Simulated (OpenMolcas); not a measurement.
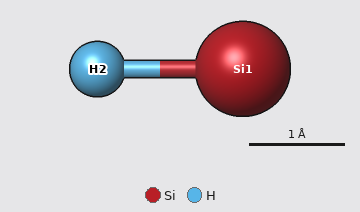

The structure as given in the input (ball-and-stick view, seen on its broad side; atoms are numbered from 1 in the order of the input). Bond lengths as drawn: H–Si 1.53 Å.

# SiH: single-point calculation

System: SiH, multiplicity 2, SMILES [SiH].
Method: NEVPT2/6-311G (OpenMolcas 26.06).

The geometry comes from this level: PBE0-D4/def2-TZVP.

What the program printed:
```
--- Start Module: gateway ---

                                              &GATEWAY

                       available to each process: 1.9 GB of memory, 1 thread

 Basis Set     1 Label: SI.6-311G
 Basis set is read from library:.
 basistype.tbl is not found

 Basis Set     2 Label: H.6-311G
 Basis set is read from library:.
 basistype.tbl is not found

++    Symmetry information:
      ---------------------

                    Character Table for C1

                             E
                    a        1  x, y, xy, Rz, z, xz, Ry, yz, Rx, I
--

++    Basis set information:
      ----------------------

      Basis set label: SI.6-311G.........

      Electronic valence basis set:
      ------------------
      Associated Effective Charge  14.000000 au
      Associated Actual Charge     14.000000 au
      Nuclear Model: Point charge

      Shell  nPrim  nBasis  Cartesian Spherical Contaminant
         s      12       6        X
         p       9       5        X

      Basis set label: H.6-311G.........

      Electronic valence basis set:
      ------------------
      Associated Effective Charge   1.000000 au
      Associated Actual Charge      1.000000 au
      Nuclear Model: Point charge

      Shell  nPrim  nBasis  Cartesian Spherical Contaminant
         s       5       3        X
--

++    Molecular structure info:
      -------------------------

                    ************************************************
                    **** Cartesian Coordinates / bohr, angstrom ****
                    ************************************************

     Center  Label                x              y              z                     x              y              z
        1      SI1              0.000000       0.000000      -0.014324              0.000000       0.000000      -0.007580
        2      H2               0.000000       0.000000       2.880207              0.000000       0.000000       1.524140
--

            Nuclear Potential Energy              4.83670707 au

--- Stop Module: gateway /rc=_RC_ALL_IS_WELL_ ---

--- Start Module: seward ---

                                              &SEWARD

                       available to each process: 1.9 GB of memory, 1 thread

               SEWARD will generate:
                  Multipole Moment integrals up to order  2
                  Kinetic Energy integrals
                  Nuclear Attraction integrals (point charge)
                  One-Electron Hamiltonian integrals
                  Velocity integrals
                  Orbital angular momentum around (  0.0000   0.0000   0.0863 )
                  Velocity quadrupole around (  0.0000   0.0000   0.0863 )
                  Two-Electron Repulsion integrals

                   Integrals are discarded if absolute value <: 1.00E-14
                   Integral cutoff threshold is set to       <: 1.00E-16

            Nuclear Potential Energy              4.83670707 au

      Basis set specifications :
      Symmetry species         a
      Basis functions           24

--- Stop Module: seward /rc=_RC_ALL_IS_WELL_ ---

--- Start Module: rasscf ---

                                              &RASSCF

                       available to each process: 1.9 GB of memory, 1 thread

      Header of the ONEINT file:
      --------------------------

      OrdInt status: non-squared

      Cartesian coordinates in angstrom:
      -----------------------------------------------------
      No.  Label        X            Y            Z
      -----------------------------------------------------
       1   SI1        0.00000000   0.00000000  -0.00758000
       2   H2         0.00000000   0.00000000   1.52414000
      -----------------------------------------------------
      Nuclear repulsion energy =    4.83670707

++    Wave function specifications:
      -----------------------------

      Number of closed shell electrons          12
      Number of electrons in active shells       3
      Max number of holes in RAS1 space          0
      Max nr of electrons in RAS3 space          0
      Number of inactive orbitals                6
      Number of active orbitals                  3
      Number of secondary orbitals              15
      Spin quantum number                      0.5
      State symmetry                             1
--

++    Orbital specifications:
      -----------------------

      Symmetry species                           1
                                                 a
      Frozen orbitals                            0
      Inactive orbitals                          6
      Active orbitals                            3
      RAS1 orbitals                              0
      RAS2 orbitals                              3
      RAS3 orbitals                              0
      Secondary orbitals                        15
      Deleted orbitals                           0
      Number of basis functions                 24
--

++    CI expansion specifications:
      ----------------------------

      Number of CSFs                             8
      Number of determinants                     9
      Number of root(s) required                 1
      Root chosen for geometry opt.              1
      CI root used                               1

      highest root included in the CI            1
      max. size of the explicit Hamiltonian      8
--

++    Optimization specifications:
      ----------------------------

      RASSCF algorithm: Conventional
      Maximum number of macro iterations       200
      Maximum number of SX iterations          100
      Threshold for RASSCF energy            1.000E-08
      Threshold for max MO rotation          1.000E-01
      Threshold for max BLB element          1.000E-04
      Level shift parameter                  5.000E-01
      Make Quasi-Newton update
--

      The MO-coefficients are taken from the file:
      step2.RasOrb
      Title: RASSCF average (pseudo-natural) orbitals

      Total molecular charge    0.00

      ************************************************************************************************************************
      *                                            Wave function control section                                             *
      ************************************************************************************************************************

                                         RASSCF iterations: Energy and convergence statistics
                                         ----------------------------------------------------

          iter iter root      energy       change     param      element    value   shift minimum  type update hh:mm:ss
 Nr of preliminary CI iterations:   1
        1   1    3    1  -289.42487341    0.00E+00   7.01E-06    2  23 1 -2.16E-06   0.23   0.00    SX    NO    0:00:00
        2   1    3    1  -289.42487341   -1.93E-11  -3.71E-06    6  14 1  7.60E-07   0.23   0.00    SX    NO    0:00:00
        3   1    2    1  -289.42487341   -4.77E-12  -2.84E-06    6  14 1  3.54E-07   0.23   0.00    SX    NO    0:00:00
        4   1    2    1  -289.42487341   -1.14E-12  -2.09E-06    6  14 1  1.62E-07   0.23   0.00    SX    NO    0:00:00
      Convergence after  4 iterations
        5   1    2    1  -289.42487341   -5.12E-13  -2.09E-06    6   7 1 -8.64E-08   0.23   0.00    SX    NO    0:00:00

      ************************************************************************************************************************
                                                      Wave function printout:
                       occupation of active orbitals, and spin coupling of open shells (u,d: Spin up or down)
      ************************************************************************************************************************

      Note: transformation to natural orbitals
      has been made, which may change the order of the CSFs.

      printout of CI-coefficients larger than  0.05 for root  1
      energy=    -289.424873
      conf/sym  111     Coeff  Weight
             1  2u0  -0.98926 0.97864
             8  0u2  -0.14617 0.02136

      Natural orbitals and occupation numbers for root  1
      sym 1:   1.957271   1.000000   0.042729

      ************************************************************************************************************************
      *                                                    Final results                                                     *
      ************************************************************************************************************************

++    Final optimization conditions:
      ------------------------------

      Average CI energy                            -289.42487341
      RASSCF energy for state  1                   -289.42487341
      Super-CI energy                                -0.00000000
      RASSCF energy change                           -0.00000000
      Max change in MO coefficients              -1.365E-06
      Max non-diagonal density matrix element    -2.095E-06
      Maximum BLB matrix element                 -8.644E-08
      (orbital pair   6,   7 in symmetry   1)
      Norm of electronic gradient            1.709E-07
--

      Final state energy(ies):
      ------------------------

::    RASSCF root number  1 Total energy:   -289.42487341
      Von Neumann Entropy (Root   1) =  0.64903

      Mulliken population analysis for root number:  1
      -----------------------------------------------

++    Molecular charges:
      ------------------

      Mulliken charges per centre
      ---------------------------

                SI1     H2
      Total   13.7848  1.2152

      N-E      0.2152 -0.2152

      Total electronic charge=   15.000000

      Total            charge=   -0.000000
--

      Expectation values of various properties for root number:  1
      -----------------------------------------------------------

++    Molecular properties:
      ---------------------

      Charge (e):
                      =   -0.0000
      Dipole Moment (debye):
      Origin of the operator (angstrom)=    0.0000    0.0000    0.0457
                   X= -3.0852E-09               Y= -1.2580E-09               Z=  2.0596E-01           Total=  2.0596E-01
      Quadrupole Moment (debye*angstrom):
      Origin of the operator (angstrom)=    0.0000    0.0000    0.0457
                  XX= -1.1992E+01              XY= -1.1512E+00              XZ=  6.4141E-09              YY= -1.6113E+01
                  YZ=  2.0733E-09              ZZ= -1.7738E+01
      In traceless form (debye*angstrom)
                  XX=  4.9335E+00              XY= -1.7269E+00              XZ=  9.6211E-09              YY= -1.2484E+00
                  YZ=  3.1099E-09              ZZ= -3.6851E+00
--

      Mulliken spin population analysis for root number:  1
      ---------------------------------------------------

++    Molecular charges:
      ------------------

      Mulliken spin population per centre
      ---------------------------

                SI1     H2
      Total    1.0000 -0.0000

      Total electronic spin=    1.000000
--

      Average orbitals are written to the RASORB file
      Natural orbitals for root   1 are written to the RASORB.1 file
      Spin density orbitals for root   1 are written to the SPDORB.1 file

--- Stop Module: rasscf /rc=_RC_ALL_IS_WELL_ ---

--- Start Module: caspt2 ---

                                              &CASPT2

                       available to each process: 1.9 GB of memory, 1 thread

 ###############################################################################
 ###    WARNING: User changed nr of frozen orbitals.                         ###
 ###############################################################################

++    Wave function specifications:
      -----------------------------

      Number of closed shell electrons           2
      Number of electrons in active shells       3
      Max number of holes in RAS1 space          0
      Max number of electrons in RAS3 space      0
      Number of inactive orbitals                1
      Number of active orbitals                  3
      Number of secondary orbitals              15
      Spin quantum number                      0.5
      State symmetry                             1
      Number of CSFs                             8
      Number of CASSCF root(s) available         1
      NEVPT2 state passed to geometry opt.       1
      A file JOBMIX will be created
      This is a CASSCF or RASSCF reference function
--

++    Orbital specifications:
      -----------------------

      Symmetry species                           1
                                                 a
      Frozen orbitals                            5
      Inactive orbitals                          1
      Active orbitals                            3
      Secondary orbitals                        15
      Deleted orbitals                           0
      Number of basis functions                 24
--

++    NEVPT2 specifications:
      ----------------------

      Type of calculation                        SS-NEVPT2
      Internal contraction for energies          partially and strongly contracted
                                                 (PC-NEVPT2 and SC-NEVPT2)
      Denominator threshold for SC-NEVPT2        1.00E-09
      Fock operator                              state-specific
      0th-order Hamiltonian                      DYALL
      IPEA shift                                 0.00
      Real shift                                 0.00
      Imaginary shift                            0.00
      The input orbitals will be transformed to quasi-canonical
--

--------------------------------------------------------------------------------
 Estimated memory requirements:
  POLY3 :                   250248
  RHS:                      252183
  SIGMA :                   252880
  PRPCTL:                        0
 Available workspace:    232490748

++ NEVPT2 computation for group   1

********************************************************************************
 Multi-State initialization phase begins for group   1
--------------------------------------------------------------------------------
********************************************************************************
 Compute H0 matrices for state    1
--------------------------------------------------------------------------------
--------------------------------------------------------------------------------
 H0 matrices have been computed.

********************************************************************************
  NEVPT2 EQUATION SOLUTION
--------------------------------------------------------------------------------

  Total nr of NEVPT2 parameters:
   Before reduction:        2583
   After  reduction:        1752

 Variance of |WF0>:       0.0611428921
-----------------------------------------------------------------------------------------------------------------------------

  FINAL PC-NEVPT2 RESULT:

      Reference energy:        -289.4248734109
      E2 (Non-variational):      -0.0244860794
      E2 (Variational):          -0.0244860794
      Total energy:            -289.4493594902
      Residual norm:              0.0000000000
      Reference weight:           0.98698

      Contributions to the PC-NEVPT2 correlation energy
      Active & Virtual Only:         -0.0067191412
      One Inactive Excited:          -0.0050430069
      Two Inactive Excited:          -0.0127239313

  FINAL SC-NEVPT2 RESULT:

      Reference energy:        -289.4248734109
      E2 (Non-variational):      -0.0244677622
      E2 (Variational):          -0.0244677622
      Total energy:            -289.4493411730
      Residual norm:              0.0000000000
      Reference weight:           0.98704

      Contributions to the SC-NEVPT2 correlation energy
      Active & Virtual only:         -0.0067070487
      One Inactive Excited:          -0.0050367822
      Two Inactive Excited:          -0.0127239313

   (Skip denominator check etc. with SC-NEVPT2 wavefunction)

   (Skipping property calculation,
    use PROP keyword to activate)
--

  Total SC-NEVPT2 energies:
::    SC-NEVPT2 Root  1     Total energy:   -289.44934117

  A NEW JOBIPH FILE NAMED 'JOBMIX' IS PREPARED.
********************************************************************************
--- Stop Module: caspt2 /rc=_RC_ALL_IS_WELL_ ---

.##################.
.# Happy landing! #.
.##################.

    Timing: Wall=1.52 User=1.17 System=0.33
```

The run was set up as follows.

Input file:
```
* HSi NEVPT2

&GATEWAY
 BasLib
 $CurrDir
 Coord
 2
 angstrom
 Si       0.000000       0.000000      -0.007580
 H        0.000000       0.000000       1.524140
 Basis
 6-311G
 Group
 NoSym

&SEWARD

&RASSCF
 FileOrb
 $CurrDir/step2.RasOrb
 Spin
 2
 Nactel
 3 0 0
 Inactive
 6
 Ras2
 3
 OrbListing
 Nothing
 OrbAppear
 Compact

&CASPT2
 SC-NEVPT2
 Frozen
 5
```

Launched with:
```bash
export MOLCAS_MEM=1860
pymolcas step4.inp > step4.log
```

Key numbers:

```tsv
quantity	value
outcome	converged
total energy	−289.449341 hartree
basis functions	24
hardware	1 thread of Arm Neoverse V1, 24 GiB of memory available, shared host
wall time	1.8 s
peak memory	0.37 GiB
```
